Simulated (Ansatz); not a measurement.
**GeSbH5: a spread of methods and bases**

How do the results and run time of GeSbH5 respond when the settings are drawn wide?

The runs use Ansatz 0.2.0, Gaussian basis; the settings change from run to run.

**1. The molecule**

The structure was relaxed beforehand with PBE0-D4 in a triple-zeta def2 set. Sb takes a core potential in def2 sets; no spin-orbit term is included.

SMILES `[GeH3][SbH2]`, 7 atoms, charge 0, spin multiplicity 1.

Atoms are counted from 1 here; the program's logs count them from 0.

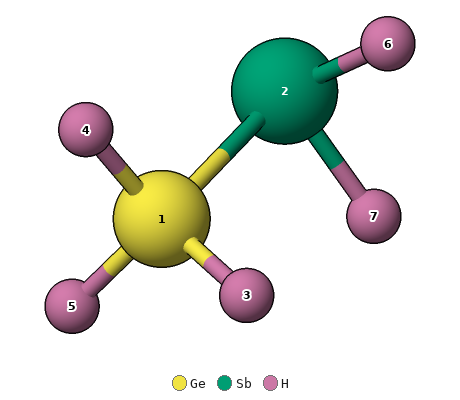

The geometry (germanium yellow, antimony teal, hydrogen pink); atoms are numbered from 1 in the order of the file.

**2. PBEsol/ANO-RCC-VTZP**

Set apart from the defaults: atoms shaken by 0.08 Å, finite nuclei.

in.yaml reads:

```yaml
crystal:
  periodic: [false, false, false]
  atoms:
    - {symbol: Ge, position_ang: [-0.494842, -0.608463, -0.504309]}
    - {symbol: Sb, position_ang: [0.641859, 1.520264, 0.175880]}
    - {symbol: H, position_ang: [-0.260270, -1.782645, 0.504158]}
    - {symbol: H, position_ang: [-2.214112, -0.332097, -0.790488]}
    - {symbol: H, position_ang: [0.160641, -1.101237, -1.973781]}
    - {symbol: H, position_ang: [-0.125191, 1.297545, 1.640322]}
    - {symbol: H, position_ang: [2.147845, 0.628882, 0.736661]}
basis:
  gaussian: {orbitals: ANO-RCC-VTZP, nuclear_model: gaussian}
hamiltonian: {xc: {name: PBEsol}}
output: {forces: true}
```

Run with:

```console
> ansatz run in.yaml --threads 2 --pin off --events-out ev --progress --plain --max-ram 4352MiB
```

Output:

```text
Functional definition: PBEsol
  name "PBEsol"
  cite "Perdew et al., Phys. Rev. Lett. 100, 136406 (2008) doi:10.1103/PhysRevLett.100.136406"
  cite "Perdew, Burke & Ernzerhof, Phys. Rev. Lett. 77, 3865 (1996) doi:10.1103/PhysRevLett.77.3865"
  parent pbesol
  exchange = pbesol_x
  correlation = pbesol_c
1396 factors; their error is unknown
mean field evaluation 1: about -233393.9135 eV, gradient 2.5e1 eV
mean field evaluation 2: about -233393.8591 eV, gradient 3.2e1 eV
mean field evaluation 4: about -233395.0074 eV, gradient 1.9e0 eV
mean field evaluation 8: about -233395.0108 eV, gradient 1.1e-1 eV
mean field evaluation 16: about -233394.9899 eV, gradient 2.2e-4 eV
mean field -233394.98988917 eV, -8577.1076776209 hartree, gradient 1.6e-5 eV, S^2 0.000000; 0 other end points of the search recorded, 0 dependent functions left out
the calculation of the forces begins
reference -233394.98996914 eV, -8577.1076805597 hartree; 44, 44 occupied and 137, 137 virtual orbitals, 1396 factors
Total energy: -233394.98996914 eV, -8577.1076805597 hartree
Relativity: scalar
Atom 0 at    -0.494842    -0.608463    -0.504309 Å, force    -1.500372    -1.306395    -1.965357 eV/Å
Atom 1 at     0.641859     1.520264     0.175880 Å, force     1.578688     0.418714    -0.048357 eV/Å
Atom 2 at    -0.260270    -1.782645     0.504158 Å, force    -0.232239     0.297426    -0.266185 eV/Å
Atom 3 at    -2.214112    -0.332097    -0.790488 Å, force     2.161008    -0.378733     0.419369 eV/Å
Atom 4 at     0.160641    -1.101237    -1.973781 Å, force    -0.726879     0.430691     1.394614 eV/Å
Atom 5 at    -0.125191     1.297545     1.640322 Å, force    -0.215742     0.018186     0.792491 eV/Å
Atom 6 at     2.147845     0.628882     0.736661 Å, force    -1.064464     0.520111    -0.326575 eV/Å
Dipole moment:     0.026928     0.088715     0.058718 e Å
```

Run time: 7 s. Hardware: 2 threads of Arm Neoverse V2, shared host.

Largest force 2.796 eV/Å, dipole 0.53 D.

**3. rPW86-PBE/def2-SVPD**

This run has atoms shaken by 0.03 Å, the search for lower states set to light.

in.yaml reads:

```yaml
crystal:
  periodic: [false, false, false]
  atoms:
    - {symbol: Ge, position_ang: [-0.470617, -0.608617, -0.575212]}
    - {symbol: Sb, position_ang: [0.699448, 1.621802, 0.221901]}
    - {symbol: H, position_ang: [-0.377521, -1.759305, 0.454809]}
    - {symbol: H, position_ang: [-2.013900, -0.323551, -0.752961]}
    - {symbol: H, position_ang: [0.036658, -1.107543, -1.849507]}
    - {symbol: H, position_ang: [0.067541, 1.432391, 1.809926]}
    - {symbol: H, position_ang: [2.104476, 0.657499, 0.626884]}
basis:
  gaussian: {orbitals: def2-SVPD}
hamiltonian: {xc: {name: rPW86-PBE}}
scf: {lower_state_search: light}
```

The command is unchanged.

Output:

```text
Functional definition: rPW86-PBE
  name "rPW86-PBE"
  cite "Murray, Lee & Langreth, J. Chem. Theory Comput. 5, 2754 (2009) doi:10.1021/ct900365q"
  cite "Perdew, Burke & Ernzerhof, Phys. Rev. Lett. 77, 3865 (1996) doi:10.1103/PhysRevLett.77.3865"
  parent pbe
  exchange = rpw86_x
  correlation = pbe_c
1093 factors; their error is unknown
mean field evaluation 1: about -63157.1928 eV, gradient 2.6e1 eV
mean field evaluation 2: about -63157.1753 eV, gradient 2.7e1 eV
mean field evaluation 4: about -63158.6009 eV, gradient 1.6e0 eV
mean field evaluation 8: about -63158.6064 eV, gradient 9.6e-2 eV
mean field evaluation 16: about -63158.5860 eV, gradient 1.8e-5 eV
mean field -63158.58604006 eV, -2321.0352265448 hartree, gradient 1.8e-5 eV, S^2 0.000000; 0 other end points of the search recorded, 0 dependent functions left out
reference -63158.58615163 eV, -2321.0352306453 hartree; 30, 30 occupied and 80, 80 virtual orbitals, 1093 factors
Total energy: -63158.58615163 eV, -2321.0352306453 hartree
```

Wall time 3.6 s (2 threads of Arm Neoverse V2, shared host).

**4. r2SCAN50/def2-TZVPP**

in.yaml reads:

```yaml
crystal:
  periodic: [false, false, false]
  atoms:
    - {symbol: Ge, position_ang: [-0.516629, -0.612759, -0.545439]}
    - {symbol: Sb, position_ang: [0.721114, 1.568760, 0.213320]}
    - {symbol: H, position_ang: [-0.380149, -1.752489, 0.475851]}
    - {symbol: H, position_ang: [-2.008345, -0.294784, -0.744829]}
    - {symbol: H, position_ang: [0.066642, -1.073987, -1.891943]}
    - {symbol: H, position_ang: [0.074561, 1.427613, 1.788498]}
    - {symbol: H, position_ang: [2.104007, 0.669648, 0.658642]}
basis:
  gaussian: {orbitals: def2-TZVPP}
hamiltonian: {xc: {name: r2SCAN50}}
output: {forces: true}
```

The command is unchanged.

Output, shortened:

```text
Functional definition: r2SCAN50
  name "r2SCAN50"
  cite "Bursch, Neugebauer, Ehlert & Grimme, J. Chem. Phys. 156, 134105 (2022) doi:10.1063/5.0086040"
  cite "Furness, Kaplan, Ning, Perdew & Sun, J. Phys. Chem. Lett. 11, 8208 (2020) doi:10.1021/acs.jpclett.0c02405"
  cite "Furness, Kaplan, Ning, Perdew & Sun, J. Phys. Chem. Lett. 11, 9248 (2020) doi:10.1021/acs.jpclett.0c03077"
  parent r2scan
[...]
1225 factors; their error is unknown
[...]
mean field -63136.93394697 eV, -2320.2395268002 hartree, gradient 4.1e-5 eV, S^2 0.000000; 0 other end points of the search recorded, 0 dependent functions left out
[...]
reference -63136.93395473 eV, -2320.2395270854 hartree; 30, 30 occupied and 138, 138 virtual orbitals, 1225 factors
Total energy: -63136.93395473 eV, -2320.2395270854 hartree
Atom 0 at    -0.516629    -0.612759    -0.545439 Å, force    -0.030001    -0.018969    -0.039856 eV/Å
Atom 1 at     0.721114     1.568760     0.213320 Å, force     0.011074    -0.375970     0.271858 eV/Å
Atom 2 at    -0.380149    -1.752489     0.475851 Å, force    -0.012757     0.181563    -0.147091 eV/Å
Atom 3 at    -2.008345    -0.294784    -0.744829 Å, force     0.222069    -0.045529     0.031979 eV/Å
Atom 4 at     0.066642    -1.073987    -1.891943 Å, force    -0.083809     0.069959     0.201154 eV/Å
Atom 5 at     0.074561     1.427613     1.788498 Å, force     0.089693     0.041404    -0.238685 eV/Å
Atom 6 at     2.104007     0.669648     0.658642 Å, force    -0.196269     0.147541    -0.079360 eV/Å
Dipole moment:    -0.003404     0.021834    -0.020855 e Å
```

It took 5.5 s on 2 threads of Arm Neoverse V2, shared host; peak memory 0.39 GiB.

Largest force 0.464 eV/Å, dipole 0.15 D.

**5. PBEsol/def2-mTZVPP**

This run has finite nuclei, the search for lower states set to light.

in.yaml: that of step 4 with these lines changed.

```diff
@@ -11,4 +11,4 @@
 basis:
-  gaussian: {orbitals: def2-TZVPP}
-hamiltonian: {xc: {name: r2SCAN50}}
-output: {forces: true}
+  gaussian: {orbitals: def2-mTZVPP, nuclear_model: gaussian}
+hamiltonian: {xc: {name: PBEsol}}
+scf: {lower_state_search: light}
```

The command is unchanged.

Output:

```text
Functional definition: PBEsol
  name "PBEsol"
  cite "Perdew et al., Phys. Rev. Lett. 100, 136406 (2008) doi:10.1103/PhysRevLett.100.136406"
  cite "Perdew, Burke & Ernzerhof, Phys. Rev. Lett. 77, 3865 (1996) doi:10.1103/PhysRevLett.77.3865"
  parent pbesol
  exchange = pbesol_x
  correlation = pbesol_c
1005 factors; their error is unknown
mean field evaluation 1: about -63078.5977 eV, gradient 2.5e1 eV
mean field evaluation 2: about -63078.8593 eV, gradient 2.6e1 eV
mean field evaluation 4: about -63079.3718 eV, gradient 7.8e-1 eV
mean field evaluation 8: about -63079.3524 eV, gradient 1.4e-1 eV
mean field -63079.35247970 eV, -2318.1234469080 hartree, gradient 8.4e-5 eV, S^2 0.000000; 0 other end points of the search recorded, 0 dependent functions left out
reference -63079.35252179 eV, -2318.1234484551 hartree; 30, 30 occupied and 67, 67 virtual orbitals, 1005 factors
Total energy: -63079.35252179 eV, -2318.1234484551 hartree
```

Run time: 0.85 s. Hardware: 2 threads of Arm Neoverse V2, shared host.

**6. rPW86-PBE/x2c-TZVPPall**

Set apart from the defaults: D3(BJ) with three-body dispersion.

in.yaml: that of step 5 with these lines changed.

```diff
@@ -11,4 +11,4 @@
 basis:
-  gaussian: {orbitals: def2-mTZVPP, nuclear_model: gaussian}
-hamiltonian: {xc: {name: PBEsol}}
-scf: {lower_state_search: light}
+  gaussian: {orbitals: x2c-TZVPPall}
+hamiltonian: {xc: {name: rPW86-PBE}, dispersion: d3bjatm}
+output: {forces: true}
```

The command is unchanged.

Output, shortened:

```text
Functional definition: rPW86-PBE
  name "rPW86-PBE"
  cite "Murray, Lee & Langreth, J. Chem. Theory Comput. 5, 2754 (2009) doi:10.1021/ct900365q"
  cite "Perdew, Burke & Ernzerhof, Phys. Rev. Lett. 77, 3865 (1996) doi:10.1103/PhysRevLett.77.3865"
  parent pbe
[...]
1158 factors; their error is unknown
[...]
mean field -233614.52296471 eV, -8585.1753693422 hartree, gradient 1.1e-5 eV, S^2 0.000000; 0 other end points of the search recorded, 0 dependent functions left out
[...]
reference -233614.52307158 eV, -8585.1753732696 hartree; 44, 44 occupied and 134, 134 virtual orbitals, 1158 factors
Total energy: -233614.66082862 eV, -8585.1804357472 hartree
Relativity: scalar
Atom 0 at    -0.516629    -0.612759    -0.545439 Å, force    -0.073430    -0.151141    -0.029458 eV/Å
Atom 1 at     0.721114     1.568760     0.213320 Å, force     0.036999     0.507869    -0.274645 eV/Å
Atom 2 at    -0.380149    -1.752489     0.475851 Å, force    -0.014857    -0.098611     0.039557 eV/Å
Atom 3 at    -2.008345    -0.294784    -0.744829 Å, force    -0.094383    -0.010476    -0.024398 eV/Å
Atom 4 at     0.066642    -1.073987    -1.891943 Å, force     0.012251    -0.050052    -0.083350 eV/Å
Atom 5 at     0.074561     1.427613     1.788498 Å, force    -0.101283    -0.035744     0.279607 eV/Å
Atom 6 at     2.104007     0.669648     0.658642 Å, force     0.234703    -0.161846     0.092687 eV/Å
Dipole moment:     0.010229     0.072380    -0.030289 e Å
```

Run time: 6.5 s. Hardware: 2 threads of Arm Neoverse V2, shared host.

Largest force 0.579 eV/Å, dipole 0.38 D.

**7. r2SCANh/x2c-TZVPPall**

Options: unrestricted orbitals, atoms shaken by 0.08 Å, high accuracy.

in.yaml reads:

```yaml
crystal:
  periodic: [false, false, false]
  atoms:
    - {symbol: Ge, position_ang: [-0.502618, -0.642666, -0.553385]}
    - {symbol: Sb, position_ang: [0.571814, 1.537411, 0.222621]}
    - {symbol: H, position_ang: [-0.443654, -1.839190, 0.528550]}
    - {symbol: H, position_ang: [-2.009063, -0.357196, -0.803671]}
    - {symbol: H, position_ang: [0.105146, -1.091151, -1.992067]}
    - {symbol: H, position_ang: [0.201788, 1.420980, 1.758917]}
    - {symbol: H, position_ang: [2.144960, 0.713156, 0.683719]}
basis:
  gaussian: {orbitals: x2c-TZVPPall}
magnetization: {spin_polarized: true, initial_magnetization: 0}
hamiltonian: {xc: {name: r2SCANh}}
accuracy: high
output: {forces: true}
```

Same command.

Output, shortened:

```text
Functional definition: r2SCANh
  name "r2SCANh"
  cite "Bursch, Neugebauer, Ehlert & Grimme, J. Chem. Phys. 156, 134105 (2022) doi:10.1063/5.0086040"
  cite "Furness, Kaplan, Ning, Perdew & Sun, J. Phys. Chem. Lett. 11, 8208 (2020) doi:10.1021/acs.jpclett.0c02405"
  cite "Furness, Kaplan, Ning, Perdew & Sun, J. Phys. Chem. Lett. 11, 9248 (2020) doi:10.1021/acs.jpclett.0c03077"
  parent r2scan
[...]
3087 factors; integrals over basis functions are off by at most 2.3e-8 eV
[...]
mean field -233546.32452032 eV, -8582.6691227373 hartree, gradient 6.2e-8 eV, S^2 0.000000; 0 other end points of the search recorded, 0 dependent functions left out
[...]
reference -233546.32452299 eV, -8582.6691228355 hartree; 44, 44 occupied and 134, 134 virtual orbitals, 3087 factors
Total energy: -233546.32452299 eV, -8582.6691228355 hartree
Relativity: scalar
Atom 0 at    -0.502618    -0.642666    -0.553385 Å, force    -0.295112    -1.539472    -0.382973 eV/Å
Atom 1 at     0.571814     1.537411     0.222621 Å, force     2.262486     0.101803    -1.592206 eV/Å
Atom 2 at    -0.443654    -1.839190     0.528550 Å, force     0.052986     0.828741    -0.933376 eV/Å
Atom 3 at    -2.009063    -0.357196    -0.803671 Å, force     0.355240    -0.072791     0.048274 eV/Å
Atom 4 at     0.105146    -1.091151    -1.992067 Å, force    -0.411244     0.321426     1.289686 eV/Å
Atom 5 at     0.201788     1.420980     1.758917 Å, force    -0.829232    -0.250835     2.114870 eV/Å
Atom 6 at     2.144960     0.713156     0.683719 Å, force    -1.135125     0.611128    -0.544275 eV/Å
Dipole moment:    -0.049846     0.066674     0.023533 e Å
```

Run time: 43 s. Hardware: 2 threads of Arm Neoverse V2, shared host; peak memory 1.4 GiB.

Largest force 2.768 eV/Å, dipole 0.42 D, ⟨S²⟩ 0.000.

**8. PBE0-DH/def2-mTZVP**

Options: finite nuclei, high accuracy.

in.yaml reads:

```yaml
crystal:
  periodic: [false, false, false]
  atoms:
    - {symbol: Ge, position_ang: [-0.516629, -0.612759, -0.545439]}
    - {symbol: Sb, position_ang: [0.721114, 1.568760, 0.213320]}
    - {symbol: H, position_ang: [-0.380149, -1.752489, 0.475851]}
    - {symbol: H, position_ang: [-2.008345, -0.294784, -0.744829]}
    - {symbol: H, position_ang: [0.066642, -1.073987, -1.891943]}
    - {symbol: H, position_ang: [0.074561, 1.427613, 1.788498]}
    - {symbol: H, position_ang: [2.104007, 0.669648, 0.658642]}
basis:
  gaussian: {orbitals: def2-mTZVP, nuclear_model: gaussian}
hamiltonian: {xc: {name: PBE0-DH}}
accuracy: high
output: {forces: true}
```

The command is unchanged.

Output, shortened:

```text
Functional definition: PBE0-DH
  name "PBE0-DH"
  cite "Brémond & Adamo, J. Chem. Phys. 135, 024106 (2011) doi:10.1063/1.3604569"
  cite "Perdew, Burke & Ernzerhof, Phys. Rev. Lett. 77, 3865 (1996) doi:10.1103/PhysRevLett.77.3865"
[...]
1809 factors; integrals over basis functions are off by at most 4.8e-9 eV
[...]
mean field -63122.45137900 eV, -2319.7073022439 hartree, gradient 7.3e-9 eV, S^2 0.000000; 0 other end points of the search recorded, 0 dependent functions left out
13 core orbitals not correlated: weight in the atoms' cores, before any rotation towards them, 1.000 or more for the frozen orbitals, at most 0.000 for the correlated occupied ones
reference -63122.45138101 eV, -2319.7073023177 hartree; 17, 17 occupied and 57, 57 virtual orbitals, 1809 factors
second order -12.21022986 eV of doubles, -0.00000000 eV of singles
[...]
Total energy: -63123.97765974 eV, -2319.7633920266 hartree
Atom 0 at    -0.516629    -0.612759    -0.545439 Å, force    -0.005067     0.007061    -0.012637 eV/Å
Atom 1 at     0.721114     1.568760     0.213320 Å, force    -0.039430    -0.081009    -0.016750 eV/Å
Atom 2 at    -0.380149    -1.752489     0.475851 Å, force    -0.006588     0.058152    -0.052036 eV/Å
Atom 3 at    -2.008345    -0.294784    -0.744829 Å, force     0.078252    -0.019652     0.009588 eV/Å
Atom 4 at     0.066642    -1.073987    -1.891943 Å, force    -0.032481     0.022519     0.070829 eV/Å
Atom 5 at     0.074561     1.427613     1.788498 Å, force     0.006727     0.005288    -0.001811 eV/Å
Atom 6 at     2.104007     0.669648     0.658642 Å, force    -0.001412     0.007641     0.002817 eV/Å
Dipole moment:    -0.002108     0.022313    -0.018863 e Å
```

Run time: 13 s. Hardware: 2 threads of Arm Neoverse V2, shared host.

Largest force 0.092 eV/Å, dipole 0.14 D.

**9. r2SCAN0/def2-SVP**

in.yaml: that of step 8 with these lines changed.

```diff
@@ -11,5 +11,4 @@
 basis:
-  gaussian: {orbitals: def2-mTZVP, nuclear_model: gaussian}
-hamiltonian: {xc: {name: PBE0-DH}}
-accuracy: high
+  gaussian: {orbitals: def2-SVP}
+hamiltonian: {xc: {name: r2SCAN0}}
 output: {forces: true}
```

Launched as before.

Output, shortened:

```text
Functional definition: r2SCAN0
  name "r2SCAN0"
  cite "Bursch, Neugebauer, Ehlert & Grimme, J. Chem. Phys. 156, 134105 (2022) doi:10.1063/5.0086040"
  cite "Furness, Kaplan, Ning, Perdew & Sun, J. Phys. Chem. Lett. 11, 8208 (2020) doi:10.1021/acs.jpclett.0c02405"
  cite "Furness, Kaplan, Ning, Perdew & Sun, J. Phys. Chem. Lett. 11, 9248 (2020) doi:10.1021/acs.jpclett.0c03077"
  parent r2scan
[...]
904 factors; integrals over basis functions are off by at most 1.4e-3 eV
[...]
mean field -63130.85232103 eV, -2320.0160311692 hartree, gradient 2.0e-5 eV, S^2 0.000000; 0 other end points of the search recorded, 0 dependent functions left out
[...]
reference -63130.85232899 eV, -2320.0160314619 hartree; 30, 30 occupied and 53, 53 virtual orbitals, 904 factors
Total energy: -63130.85232899 eV, -2320.0160314619 hartree
Atom 0 at    -0.516629    -0.612759    -0.545439 Å, force    -0.032219    -0.043711    -0.027349 eV/Å
Atom 1 at     0.721114     1.568760     0.213320 Å, force    -0.014802    -0.045353     0.003533 eV/Å
Atom 2 at    -0.380149    -1.752489     0.475851 Å, force    -0.009415     0.076747    -0.069798 eV/Å
Atom 3 at    -2.008345    -0.294784    -0.744829 Å, force     0.108347    -0.025245     0.014288 eV/Å
Atom 4 at     0.066642    -1.073987    -1.891943 Å, force    -0.043320     0.032297     0.098148 eV/Å
Atom 5 at     0.074561     1.427613     1.788498 Å, force     0.009139    -0.002044    -0.016955 eV/Å
Atom 6 at     2.104007     0.669648     0.658642 Å, force    -0.017730     0.007309    -0.001867 eV/Å
Dipole moment:     0.000941     0.008688    -0.004234 e Å
```

Wall time 2.9 s (2 threads of Arm Neoverse V2, shared host).

Largest force 0.112 eV/Å, dipole 0.05 D.

**10. The runs in one table**

| level | charge | multiplicity | geometry | functions | energy (eV) | time |
| --- | --- | --- | --- | --- | --- | --- |
| PBEsol/ANO-RCC-VTZP | 0 | 1 | shaken | 181 | -233394.990 | 7 s |
| rPW86-PBE/def2-SVPD | 0 | 1 | shaken | 110 | -63158.586 | 3.6 s |
| r2SCAN50/def2-TZVPP | 0 | 1 | relaxed | 168 | -63136.934 | 5.5 s |
| PBEsol/def2-mTZVPP | 0 | 1 | relaxed | 97 | -63079.353 | 0.85 s |
| rPW86-PBE/x2c-TZVPPall | 0 | 1 | relaxed | 178 | -233614.661 | 6.5 s |
| r2SCANh/x2c-TZVPPall | 0 | 1 | shaken | 178 | -233546.325 | 43 s |
| PBE0-DH/def2-mTZVP | 0 | 1 | relaxed | 87 | -63123.978 | 13 s |
| r2SCAN0/def2-SVP | 0 | 1 | relaxed | 83 | -63130.852 | 2.9 s |

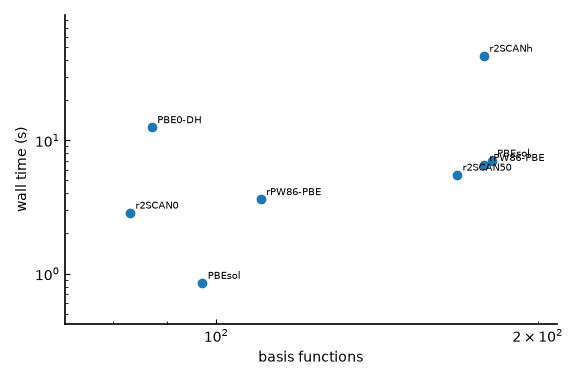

Wall time against the number of basis functions (shared host).

**11. What came out**

| quantity | value |
| --- | --- |
| runs | 8 |
| quickest | PBEsol/def2-mTZVPP, 0.85 s |
| slowest | r2SCANh/x2c-TZVPPall, 43 s |
| spread of total energies, same state and geometry | 170535.3 eV |
| dipole, same state and geometry | 0.05 to 0.38 D |

What this shows: Run time spans a factor of 51, from PBEsol/def2-mTZVPP to r2SCANh/x2c-TZVPPall. The jobs differ in tasks and options as well as level. The totals spread over 170535 eV; they can't be compared across methods or bases. Some of these runs are scalar-relativistic and others not, which shifts the totals of all-electron atoms past neon by eV; core potentials, where a basis has them, take the core out of the total altogether. At the PBE0-D4/def2-TZVP geometry and in the same state, runs without warnings or point charges leave forces up to 0.58 eV/Å (rPW86-PBE/x2c-TZVPPall), against 2.8 eV/Å where the atoms were moved.
